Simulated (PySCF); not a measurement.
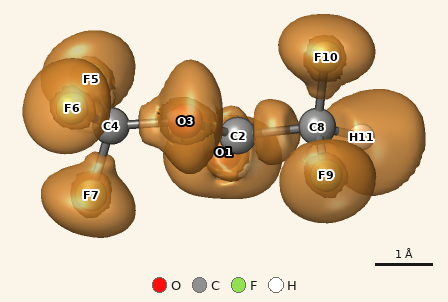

C₃HF₅O₂ (SMILES O=C(OC(F)(F)F)C(F)F). Isosurface of the ELF at 0.75 (orange), seen from one side. Only the valence region is drawn (cores and ρ < 0.01 e/Å³ removed).

Geometry: GFN2-xTB.

Method: PBE0/pcSseg-1, SCF density, gas phase, non-relativistic (PySCF).

```xyz
11

O     0.0242   -1.6736    0.1454
C     0.3811   -0.5481    0.0682
O    -0.4307    0.5350   -0.0835
C    -1.7765    0.3529   -0.1505
F    -2.1331   -0.4179   -1.1693
F    -2.3403    1.5348   -0.3147
F    -2.2686   -0.1880    0.9564
C     1.8486   -0.0658    0.1243
F     2.0125    0.7706    1.1656
F     2.1459    0.6172   -0.9960
H     2.5421   -0.9145    0.2283
```

Question: Describe the localisation domains.

Answer: The surface consists of one region between bonded C–C atoms (shared pairs), one region around a hydrogen nucleus, five regions on F in which the atom's valence shell and bonds are merged and two regions on O in which the atom's valence shell and bonds are merged. Along the contacts the grid gives the following. C–O (1.18 Å): the ELF peaks at about 0.85 between the atoms: a short, multiple covalent bond. C–F (1.32 Å): the ELF peaks at about 0.85 between the atoms; a shared but strongly polarised pair.
